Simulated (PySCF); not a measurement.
# C2H6GeO2 (SMILES C1C[O][GeH2][O]1) at 6 levels

We compute a comparison of 6 runs (HF/3-21G, HF/6-31G**, PBE/STO-3G, B3LYP/6-31G*, PBE0/def2-SVP) of C2H6GeO2. 

The results are computed with PySCF 2.14.0.

## Step 1: The molecule

The species is C2H6GeO2 (11 atoms), meant as a singlet with charge 0. As SMILES, `C1C[O][GeH2][O]1`. Geometry: a GFN2-xTB relaxation, a rough one for these elements and not checked as a minimum. This is one conformer, not always the lowest.

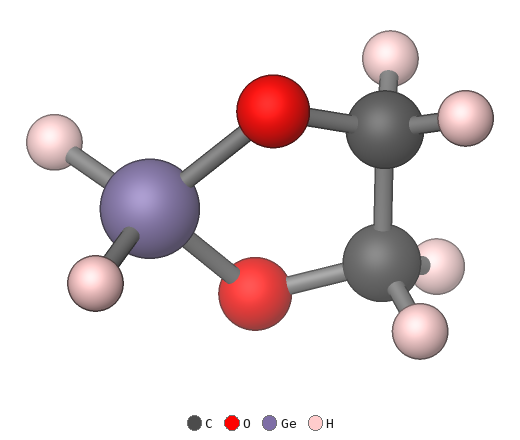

Viewed from a chosen angle; carbon dark grey, oxygen red, germanium purple, hydrogen pink.

## Step 2: Energy and forces at HF/3-21G (run 1)

The input, run.py:

```python
from pyscf import gto

mol = gto.Mole()
mol.atom = '''
C     -0.607528     1.977013     0.813225
C     -0.515914    -0.642431     2.063978
O      1.006903    -2.250343     0.568959
Ge     1.025441    -1.217891    -2.622997
O     -0.509735     1.661693    -1.838666
H     -2.357225     2.966908     1.281556
H      1.004049     3.113418     1.436211
H     -2.424972    -1.425836     2.200605
H      0.312202    -0.540140     3.951474
H      3.722439    -0.946507    -3.478986
H     -0.655697    -2.695864    -4.375358
'''
mol.unit = 'bohr'
mol.max_memory = 1860
mol.verbose = 4
mol.spin = 0
mol.basis = '3-21g'
mol.build()

hf = mol.RHF()
hf.conv_tol = 1e-10
hf.kernel()
if not hf.converged:
    hf = hf.newton().run(hf.mo_coeff, hf.mo_occ)

e_final = hf.e_tot
print(f'total energy: {e_final:.8f} hartree')
grad = hf.nuc_grad_method().kernel()
dip = hf.dip_moment()
pop, q = hf.mulliken_pop()
```

On the command line:

```bash
$ OMP_NUM_THREADS=1 python run.py
```

The log of the run:

```text
PySCF version 2.14.0

[... 65 lines left out ...]
converged SCF energy = -2293.06904520409
total energy: -2293.06904520 hartree
[... 11 lines left out ...]
Dipole moment(X, Y, Z, Debye): -0.02067,  0.02153,  0.05997
[... 82 lines left out ...]
charge of   10H =     -0.23794
```

It took 10 s on 1 thread of Intel Xeon at 2.50GHz (Skylake/Cascade Lake), shared host; peak memory 0.14 GiB.

## Step 3: Energy and forces at HF/6-31G(d,p) (spherical functions) (run 2)

The input, start.xyz:

```xyz
11

C     -0.321490     1.046190     0.430340
C     -0.273010    -0.339960     1.092210
O      0.532830    -1.190830     0.301080
Ge     0.542640    -0.644480    -1.388030
O     -0.269740     0.879330    -0.972980
H     -1.247390     1.570020     0.678170
H      0.531320     1.647550     0.760010
H     -1.283240    -0.754520     1.164510
H      0.165210    -0.285830     2.091030
H      1.969830    -0.500870    -1.841000
H     -0.346980    -1.426590    -2.315340
```

The input, input.py:

```python
# C1C[O][GeH2][O]1
import pyscf.grad
from pyscf import gto

mol = gto.M(
    atom='start.xyz',
    verbose=3,
    max_memory=1860,
    basis='6-31g**',
    spin=0,
)

mf = mol.RHF()
mf.conv_tol = 1e-10
mf.kernel()
if not mf.converged:
    mf = mf.newton().run(mf.mo_coeff, mf.mo_occ)

energy = mf.e_tot
print(f'total energy: {energy:.8f} hartree')
grad = mf.Gradients().kernel()
dip = mf.dip_moment()
pop, q = mf.mulliken_pop()
```

On the command line:

```bash
$ OMP_NUM_THREADS=1 python input.py
```

The log of the run:

```text
converged SCF energy = -2304.04557763387
total energy: -2304.04557763 hartree
[... 8 lines left out ...]
Dipole moment(X, Y, Z, Debye):  0.04100, -0.05134, -0.09792
[... 130 lines left out ...]
charge of   10H =     -0.06713
```

Wall time 81 s (1 thread of Intel Xeon at 2.50GHz (Skylake/Cascade Lake), shared host); peak memory 0.31 GiB.

Runs 3 to 5 aren't shown in full; the table further down has their settings and results.

## Step 4: Energy and gradient at PBE0/def2-SVP (run 6)

The input, calc.py:

```python
from pyscf import gto, dft

molecule = gto.M(
    atom='''
C   -0.321490   1.046190   0.430340
C   -0.273010  -0.339960   1.092210
O    0.532830  -1.190830   0.301080
Ge   0.542640  -0.644480  -1.388030
O   -0.269740   0.879330  -0.972980
H   -1.247390   1.570020   0.678170
H    0.531320   1.647550   0.760010
H   -1.283240  -0.754520   1.164510
H    0.165210  -0.285830   2.091030
H    1.969830  -0.500870  -1.841000
H   -0.346980  -1.426590  -2.315340
''',
    verbose=4,
    spin=0,
    max_memory=1860,
    charge=0,
    basis='def2-svp',
)

myscf = dft.RKS(molecule, xc='pbe0')
myscf.grids.level = 5
myscf.conv_tol = 1e-10
myscf.kernel()
if not myscf.converged:
    myscf = myscf.newton().run(myscf.mo_coeff, myscf.mo_occ)

etot = myscf.e_tot
print('E = %.10f Eh' % etot)
grad = myscf.nuc_grad_method().kernel()
myscf.analyze()
```

On the command line:

```bash
$ OMP_NUM_THREADS=1 python calc.py
```

The log of the run:

```text
PySCF version 2.14.0

[... 98 lines left out ...]
Two-electron Energy =                 1297.317223077820927
[... 16 lines left out ...]
MO #13  energy= -4.46621568891812  occ= 2
[... 14 lines left out ...]
MO #28  energy= -0.418408720864841 occ= 2
[... 14 lines left out ...]
MO #43  energy= 0.223911695299044  occ= 0
[... 14 lines left out ...]
MO #58  energy= 0.64745872096831   occ= 0
[... 14 lines left out ...]
MO #73  energy= 1.28320853737821   occ= 0
[... 14 lines left out ...]
MO #88  energy= 1.84275401779168   occ= 0
[... 14 lines left out ...]
MO #103 energy= 2.64091182095474   occ= 0
[... 14 lines left out ...]
MO #118 energy= 3.43178910175664   occ= 0
[... 132 lines left out ...]
Dipole moment(X, Y, Z, Debye): -0.00709,  0.00607,  0.02407
```

It took 2.5 min on 1 thread of Intel Xeon at 2.50GHz (Skylake/Cascade Lake), shared host; peak memory 1.2 GiB.

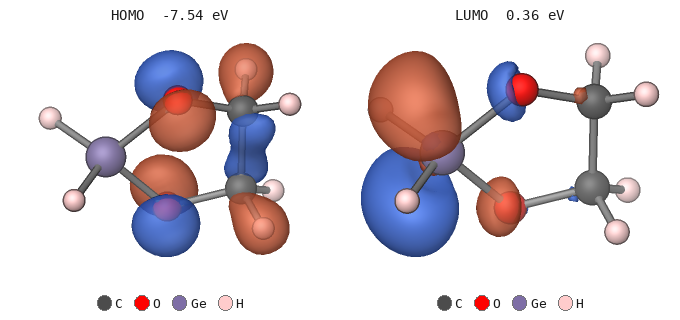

Frontier orbitals of this run, surfaces at ±0.2 Å^-3/2.

## Step 5: The series

| run | level | integration grid | Cartesian functions | energy (Eh) | dipole moment (D) | HOMO energy (eV) | LUMO energy (eV) | wall time |
| --- | --- | --- | --- | --- | --- | --- | --- | --- |
| 1 | HF/3-21G | – | no | -2293.069045 | 0.07 | -11.25 | 4.08 | 10 s |
| 2 | HF/6-31G** (spherical functions) | – | no | -2304.045578 | 0.12 | -11.48 | 3.32 | 81 s |
| 3 | PBE/STO-3G | 5 | no | -2279.657507 | 0.24 | -1.71 | 3.89 | 41 s |
| 4 | B3LYP/6-31G* (spherical functions) | 5 | no | -2307.030106 | 0.02 | -7.11 | 0.04 | 2.1 min |
| 5 | B3LYP/6-31G* (Cartesian functions) | 5 | yes | -2307.039694 | 0.01 | -7.12 | 0.01 | 2.1 min |
| 6 | PBE0/def2-SVP | 5 | no | -2306.332123 | 0.03 | -7.54 | 0.36 | 2.5 min |

## Step 6: Summary of results

| quantity | value |
| --- | --- |
| run 6: total energy | -2306.33212 Eh |
| run 6: dipole moment | 0.03 D |
| run 6: HOMO energy | -7.54 eV |
| run 6: LUMO energy | 0.36 eV |
| run 6: HOMO–LUMO gap | 7.91 eV |
| run 6: largest force on an atom | 0.637 eV/Å |

In words: The dipole moment (its size) runs from 0.01 D (B3LYP/6-31G*) to 0.24 D (PBE/STO-3G). The two ends differ in method and basis. The HOMO–LUMO gap runs from 5.60 eV (PBE/STO-3G) to 15.33 eV (HF/3-21G). Totals of different functionals can't be ranked against each other. In run 3 the basis is minimal, so the values are rough. All runs together took 8.9 min, the longest 2.5 min.
